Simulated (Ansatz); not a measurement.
# SnCl2 (SMILES [Cl][Sn][Cl]): CCSD/def2-SVP (core potential)

What is the energy change on altering one bond length of SnCl2 at CCSD/def2-SVP (core potential)? 

The results are computed with Ansatz 0.2.0.

28 further runs of the same task are left out: 28 set aside as unsound or not needed.

### 1 Starting point

SnCl2 has 3 atoms, charge 0, and is taken as a singlet. SMILES: `[Cl][Sn][Cl]`. Geometry: a GFN2-xTB relaxation, a rough one for these elements and not checked as a minimum.

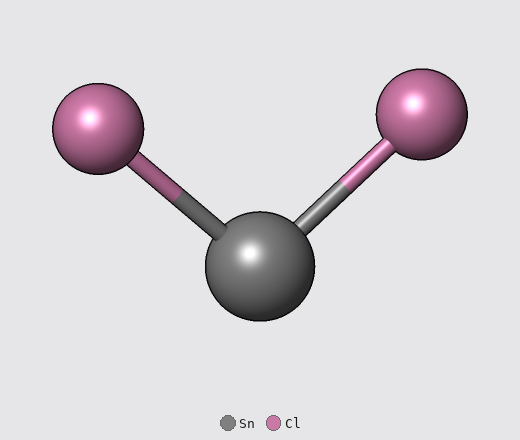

Viewed from a chosen angle; tin grey, chlorine pink.

### 2 The energy at CCSD/def2-SVP (core potential)

File input.yaml:

```yaml
basis:
  gaussian:
    orbitals: def2-SVP
crystal:
  periodic: [false, false, false]
  atoms:
    - symbol: Sn
      position_ang: [0.004910, -0.007160, -1.023740]
    - symbol: Cl
      position_ang: [1.812600, -0.019020, 0.521020]
    - symbol: Cl
      position_ang: [-1.817510, 0.026180, 0.502720]
correlation:
  method: ccsd
  frozen_orbitals: {Cl: 5, Sn: 4}
accuracy: high
scf:
  omitted_lower_state_checks: [cluster_reference, increment]
```

Started as:

```
$ ansatz run input.yaml --threads 1 --pin off --max-ram 2610MiB --events-out events.jsonl --progress --plain --runs-dir runs
```

The program printed (excerpt; [...] marks lines left out):

```text
Warning: RAYON_NUM_THREADS=1 ignored (pool sized by the plan → 1); use --threads N
Functional definition: HF
  name "HF"
[...]
1264 factors; integrals over basis functions are off by at most 4.1e-9 eV
[...]
mean field -30807.90767424 eV, -1132.1697246785 hartree, gradient 1.2e-8 eV, S^2 0.000000; 0 other end points of the search recorded, 0 dependent functions left out
14 core orbitals not correlated: weight in the atoms' cores, before any rotation towards them, 1.000 or more for the frozen orbitals, at most 0.000 for the correlated occupied ones
reference -30807.90767424 eV, -1132.1697246785 hartree; 14, 14 occupied and 34, 34 virtual orbitals, 1264 factors
second order -9.40043818 eV of doubles, -0.00000000 eV of singles
cycle   1  -9.98731566 eV  change   -5.9e-1 eV  update   8.2e-2
[...]
cycle  19  -10.27288796 eV  change   6.4e-10 eV  update   3.3e-9
Total energy: -30818.18056220 eV, -1132.5472463477 hartree
Checks for a lower state left out: cluster_reference, increment
```

Run time: 1.7 s. Hardware: 1 thread of AMD EPYC 9R45 (Zen 5), shared host; peak memory 0.18 GiB.

### 3 The distorted shape

File run.yaml:

```yaml
crystal:
  periodic: [false, false, false]
  atoms:
    - {symbol: Sn, position_ang: [-0.537394, -0.003602, -1.487165]}
    - {symbol: Cl, position_ang: [1.812600, -0.019020, 0.521020]}
    - {symbol: Cl, position_ang: [-2.359814, 0.029738, 0.039295]}
basis:
  gaussian:
    orbitals: def2-SVP
correlation:
  method: ccsd
  frozen_orbitals: {Cl: 5, Sn: 4}
accuracy: high
scf:
  omitted_lower_state_checks: [cluster_reference, increment]
```

Started as:

```
$ ansatz run run.yaml --threads 1 --pin off --max-ram 2610MiB --events-out events.jsonl --progress --plain --runs-dir runs
```

The program printed (excerpt; [...] marks lines left out):

```text
Warning: RAYON_NUM_THREADS=1 ignored (pool sized by the plan → 1); use --threads N
[... 2 set-up lines as earlier in the session ...]
[...]
1231 factors; integrals over basis functions are off by at most 3.6e-9 eV
[...]
mean field -30806.49588631 eV, -1132.1178424291 hartree, gradient 2.2e-8 eV, S^2 0.000000; 0 other end points of the search recorded, 0 dependent functions left out
14 core orbitals not correlated: weight in the atoms' cores, before any rotation towards them, 1.000 or more for the frozen orbitals, at most 0.000 for the correlated occupied ones
reference -30806.49588631 eV, -1132.1178424291 hartree; 14, 14 occupied and 34, 34 virtual orbitals, 1231 factors
second order -9.31029111 eV of doubles, -0.00000000 eV of singles
cycle   1  -9.89923114 eV  change   -5.9e-1 eV  update   1.0e-1
[...]
cycle  26  -10.24252577 eV  change  -1.5e-10 eV  update   3.0e-9
Total energy: -30816.73841208 eV, -1132.4942483085 hartree
Checks for a lower state left out: cluster_reference, increment
```

Wall time 1.9 s (1 thread of AMD EPYC 9R45 (Zen 5), shared host); peak memory 0.17 GiB.

### 4 Summary of results

Level: CCSD/def2-SVP (core potential), 14 core orbitals frozen.

```
                                                           quantity           value
                                          first shape: total energy  -1132.54725 Eh
          first shape: correlation energy (14 core orbitals frozen)      -377.5 mEh
                                         first shape: T1 diagnostic           0.012
                                      distorted shape: total energy  -1132.49425 Eh
      distorted shape: correlation energy (14 core orbitals frozen)      -376.4 mEh
                                     distorted shape: T1 diagnostic           0.018
energy change with the Sn1–Cl2 bond stretched from 2.378 to 3.091 Å        1.442 eV
```

What this shows: With the Sn1–Cl2 bond stretched from 2.378 to 3.091 Å the energy rises by 1.44 eV (33 kcal/mol). The first shape isn't relaxed at this level, so the change isn't measured from a minimum.
